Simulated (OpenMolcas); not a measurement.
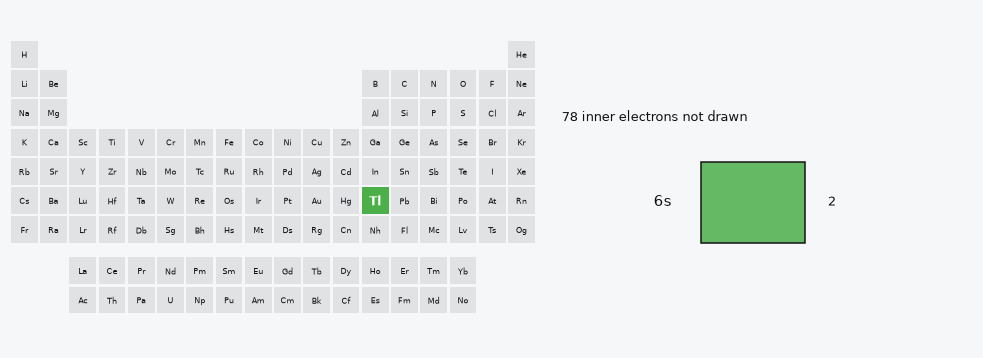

**Figure 1.** Left, the place of thallium in the periodic table; right, the outer shells of the leading configuration of the lowest level: a box for each of the 2l + 1 orbitals, shaded by the share of the shell that is filled, with the electron count at the right.

# Run report: Tl⁺, multiconfigurational calculation (part 1 of 2)

System: Tl⁺.
Method: state-averaged RASSCF, active space 2 electrons in the shells 6s 6p 6d; RAS3 6d with at most 2 electrons, basis ANO-RCC-VTZP, DKH3 scalar Hamiltonian, spin-orbit coupling by RASSI with atomic mean-field integrals (OpenMolcas).

## Input file
```
&GATEWAY
Coord
1

Tl 0.0 0.0 0.0
Basis=ANO-RCC-VTZP
Group=XYZ
NoMove
AngMom=0.0 0.0 0.0
AMFI
&SEWARD
Relativistic=R03O02
&RASSCF
FileOrb=start.orb
Symmetry=1
Spin=3
nActEl=2 0 0
Inactive=20 19
Ras2=1 3
CIRoot=3 3 1
SDav=3
CIMx=300
Iter=120 100
PrWF=0.3
OrbListing=Nothing
MaxOrb=0
Atom
>>> COPY $Project.JobIph JOBPRE
&RASSCF
FileOrb=start.orb
Symmetry=1
Spin=1
nActEl=2 0 2
Inactive=20 19
Ras2=1 3
Ras3=5 0
CIRoot=6 6 1
SDav=27
CIMx=300
Iter=120 100
PrWF=0.3
OrbListing=Nothing
MaxOrb=0
Thrs=2.0e-7 1.0e-1 5.0e-4
Atom
>>> COPY $Project.JobIph JOB001
&RASSCF
FileOrb=start.orb
Symmetry=1
Spin=3
nActEl=2 0 2
Inactive=20 19
Ras2=1 3
Ras3=5 0
CIRoot=15 15 1
SDav=18
CIMx=300
Iter=120 100
PrWF=0.3
OrbListing=Nothing
MaxOrb=0
Thrs=2.0e-7 1.0e-1 5.0e-4
Atom
CIOnly
>>> COPY $Project.JobIph JOB002
&RASSCF
FileOrb=start.orb
Symmetry=2
Spin=1
nActEl=2 0 2
Inactive=20 19
Ras2=1 3
Ras3=5 0
CIRoot=3 3 1
SDav=18
CIMx=300
Iter=120 100
PrWF=0.3
OrbListing=Nothing
MaxOrb=0
Thrs=2.0e-7 1.0e-1 5.0e-4
Atom
>>> COPY $Project.JobIph JOB003
&RASSCF
FileOrb=start.orb
Symmetry=2
Spin=3
nActEl=2 0 2
Inactive=20 19
Ras2=1 3
Ras3=5 0
CIRoot=15 15 1
SDav=18
CIMx=300
Iter=120 100
PrWF=0.3
OrbListing=Nothing
MaxOrb=0
Thrs=2.0e-7 1.0e-1 5.0e-4
Atom
CIOnly
>>> COPY $Project.JobIph JOB004
&RASSI
NrOfJobIphs=4 6 3 3 3
1 2 3 4 5 6
1 2 3
1 2 3
1 2 3
IphNames
JOB001
JOB002
JOB003
JOB004
EJob
SpinOrbit
DIPRint=1.0
SOCoupling=1000.0
Subsets=2
MEES
Property=10
'ANGMOM' 1 'ANGMOM' 2 'ANGMOM' 3 'MLTPL  1' 1 'MLTPL  1' 2 'MLTPL  1' 3
'AMFI' 1 'AMFI' 2 'AMFI' 3 'MLTPL  2' 6
SOProperty=3
'ANGMOM' 1 'ANGMOM' 2 'ANGMOM' 3
```

The file start.orb holds starting orbitals from an earlier step. A driver script formed the levels outside the program, from RASSI's spin-orbit matrix and the active-space energies, averaged over the components of each term or state.

Hardware: 1 CPU thread, shared host.

Run as:
```bash
OMP_NUM_THREADS=1 MOLCAS_MEM=2252 MOLCAS_PROJECT=a pymolcas a.inp > a.log  # once for each step of the input, in one work folder
```

## Log (extracts)
```
--- SEWARD ---
Basis set label: TL.ANO-RCC...8S7P5D3F2G.

      Electronic valence basis set:
      ------------------
      Associated Effective Charge  81.000000 au
      Associated Actual Charge     81.000000 au
      Nuclear Model: Point charge

      Shell  nPrim  nBasis  Cartesian Spherical Contaminant
         s      25       8        X
         p      22       7        X
         d      16       5                 X
         f      12       3                 X
         g       4       2                 X
Relativistic=R03O02
                  Relativistic Douglas-Kroll-Hess integrals:
                    - DKH order of Hamiltonian: 3
                    - DKH order of Properties : 2
--- RASSCF ---
Wave function specifications:
      -----------------------------

      Number of closed shell electrons          78
      Number of electrons in active shells       2
      Max number of holes in RAS1 space          0
      Max nr of electrons in RAS3 space          2
      Number of inactive orbitals               39
      Number of active orbitals                  9
      Number of secondary orbitals              45
      Spin quantum number                      0.0
      State symmetry                             1
Orbital specifications:
      -----------------------

      Symmetry species                           1   2
                                                ag  au
      Frozen orbitals                            0   0
      Inactive orbitals                         20  19
      Active orbitals                            6   3
      RAS1 orbitals                              0   0
      RAS2 orbitals                              1   3
      RAS3 orbitals                              5   0
      Secondary orbitals                        25  20
      Deleted orbitals                           0   0
      Number of basis functions                 51  42
      Number of CSFs                            27
      Number of root(s) required                 6
      Iter CI   SX   CI       RASSCF       Energy    max ROT     max BLB   max BLB  Level Ln srch  Step   QN
          iter iter root      energy       change     param      element    value   shift minimum  type update
 Nr of preliminary CI iterations:   1
      Total energies have been shifted. Add               -20000.00 au
        1   1    9    0  -249.33362376    0.00E+00   2.11E-02   20  23 2  2.66E-03*  0.00   0.00    SX    NO
        2   1    9    0  -249.33383712   -2.13E-04*  4.80E-03   21  27 1  1.32E-03*  0.00   0.00    SX    NO
        3   1    9    0  -249.33384132   -4.20E-06*  3.16E-03   21  27 1 -8.15E-04*  0.00   0.00    SX    NO
        4   1    9    0  -249.33384256   -1.24E-06*  2.27E-03   16  30 1 -6.39E-04*  0.00   0.00    SX    NO
        5   1    8    0  -249.33384319   -6.26E-07*  9.69E-04   16  30 1  5.25E-04*  0.00   0.57    LS   YES
        6   1    6    0  -249.33384397   -7.85E-07*  4.65E-05   16  30 1  3.09E-05   0.00   1.00    QN   YES
        7   1    6    0  -249.33384397   -1.29E-09   1.60E-05   16  30 1 -1.73E-05   0.00   0.65    QN   YES
      Convergence after  7 iterations
        8   1    6    0  -249.33384397   -5.86E-10   1.60E-05   19  23 2 -1.18E-06   0.00   0.65    QN   YES
      Natural orbitals and occupation numbers for root  1
      sym 1:   1.943175   0.000079   0.000079   0.000079   0.000079   0.000079
      sym 2:   0.018809   0.018809   0.018809
      Natural orbitals and occupation numbers for root  2
      sym 1:   0.389644   0.000103   0.000414   0.000414   0.000103   0.415446
      sym 2:   0.795917   0.199161   0.198798
      Natural orbitals and occupation numbers for root  3
      sym 1:   0.402752   0.402752   0.000000   0.000310   0.000310   0.000000
      sym 2:   0.596940   0.596936   0.000000
::    RASSCF root number  1 Total energy: -20249.77197024
::    RASSCF root number  2 Total energy: -20249.24621872
::    RASSCF root number  3 Total energy: -20249.24621872
::    RASSCF root number  4 Total energy: -20249.24621872
::    RASSCF root number  5 Total energy: -20249.24621872
::    RASSCF root number  6 Total energy: -20249.24621872
--- RASSCF ---
Wave function specifications:
      -----------------------------

      Number of closed shell electrons          78
      Number of electrons in active shells       2
      Max number of holes in RAS1 space          0
      Max nr of electrons in RAS3 space          2
      Number of inactive orbitals               39
      Number of active orbitals                  9
      Number of secondary orbitals              45
      Spin quantum number                      1.0
      State symmetry                             1
Orbital specifications:
      -----------------------

      Symmetry species                           1   2
                                                ag  au
      Frozen orbitals                            0   0
      Inactive orbitals                         20  19
      Active orbitals                            6   3
      RAS1 orbitals                              0   0
      RAS2 orbitals                              1   3
      RAS3 orbitals                              5   0
      Secondary orbitals                        25  20
      Deleted orbitals                           0   0
      Number of basis functions                 51  42
      Number of CSFs                            18
      Number of root(s) required                15
      Iter CI   SX   CI       RASSCF       Energy    max ROT     max BLB   max BLB  Level Ln srch  Step   QN
          iter iter root      energy       change     param      element    value   shift minimum  type update
 Nr of preliminary CI iterations:   1
        1   1    0    0-20248.89135975    0.00E+00   0.00E+00   16  30 1 -1.83E-02*  0.00   0.00    SX    NO
      Natural orbitals and occupation numbers for root  1
      sym 1:  -0.000000   0.004072  -0.000000   0.001018   0.001018   0.004072
      sym 2:   0.994909   0.994909   0.000000
      Natural orbitals and occupation numbers for root  2
      sym 1:  -0.000000   0.001018   0.000000   0.001018   0.004072   0.004072
      sym 2:   0.994909   0.000000   0.994909
      Natural orbitals and occupation numbers for root  3
      sym 1:   0.000000   0.001018   0.004072   0.004072   0.001018   0.000000
      sym 2:  -0.000000   0.994909   0.994909
::    RASSCF root number  1 Total energy: -20249.21574928
::    RASSCF root number  2 Total energy: -20249.21574928
::    RASSCF root number  3 Total energy: -20249.21574927
::    RASSCF root number  4 Total energy: -20249.17875552
::    RASSCF root number  5 Total energy: -20249.17875552
::    RASSCF root number  6 Total energy: -20249.17875552
::    RASSCF root number  7 Total energy: -20249.17875552
::    RASSCF root number  8 Total energy: -20249.17875552
::    RASSCF root number  9 Total energy: -20248.54705297
::    RASSCF root number 10 Total energy: -20248.54705297
::    RASSCF root number 11 Total energy: -20248.54705297
::    RASSCF root number 12 Total energy: -20248.54705297
::    RASSCF root number 13 Total energy: -20248.54705297
::    RASSCF root number 14 Total energy: -20248.54705297
::    RASSCF root number 15 Total energy: -20248.54705297
--- RASSCF ---
Wave function specifications:
      -----------------------------

      Number of closed shell electrons          78
      Number of electrons in active shells       2
      Max number of holes in RAS1 space          0
      Max nr of electrons in RAS3 space          2
      Number of inactive orbitals               39
      Number of active orbitals                  9
      Number of secondary orbitals              45
      Spin quantum number                      0.0
      State symmetry                             2
Orbital specifications:
      -----------------------

      Symmetry species                           1   2
                                                ag  au
      Frozen orbitals                            0   0
      Inactive orbitals                         20  19
      Active orbitals                            6   3
      RAS1 orbitals                              0   0
      RAS2 orbitals                              1   3
      RAS3 orbitals                              5   0
      Secondary orbitals                        25  20
      Deleted orbitals                           0   0
      Number of basis functions                 51  42
      Number of CSFs                            18
      Number of root(s) required                 3
      Iter CI   SX   CI       RASSCF       Energy    max ROT     max BLB   max BLB  Level Ln srch  Step   QN
          iter iter root      energy       change     param      element    value   shift minimum  type update
 Nr of preliminary CI iterations:   1
      Total energies have been shifted. Add               -20000.00 au
        1   1    3    0  -249.44282869    0.00E+00   8.04E-07   13  30 1  7.47E-07   0.00   0.00    SX    NO
        2   1    3    0  -249.44282869   -5.46E-11   2.46E-07   18  32 1  4.23E-07   0.00   0.00    SX    NO
        3   1    2    0  -249.44282869    1.82E-11   8.75E-08   18  32 1 -3.20E-07   0.00   0.00    SX    NO
        4   1    2    0  -249.44282869   -1.09E-11   1.01E-07   18  32 1  2.25E-07   0.00   0.00    SX    NO
      Convergence after  4 iterations
        5   1    2    0  -249.44282869    1.46E-11   1.01E-07   18  32 1 -1.51E-07   0.00   0.00    SX    NO
      Natural orbitals and occupation numbers for root  1
      sym 1:   0.988061   0.005970   0.000000   0.000000   0.005970   0.000000
      sym 2:   0.988061   0.005970   0.005970
      Natural orbitals and occupation numbers for root  2
      sym 1:   0.988061   0.005970   0.000000   0.005970  -0.000000   0.000000
      sym 2:   0.005970   0.005970   0.988061
      Natural orbitals and occupation numbers for root  3
      sym 1:   0.988061  -0.000000  -0.000000   0.005970   0.005970  -0.000000
      sym 2:   0.005970   0.988061   0.005970
::    RASSCF root number  1 Total energy: -20249.44282869
::    RASSCF root number  2 Total energy: -20249.44282868
::    RASSCF root number  3 Total energy: -20249.44282868
```

(Continued in part 2.) Outcome of the run: converged.
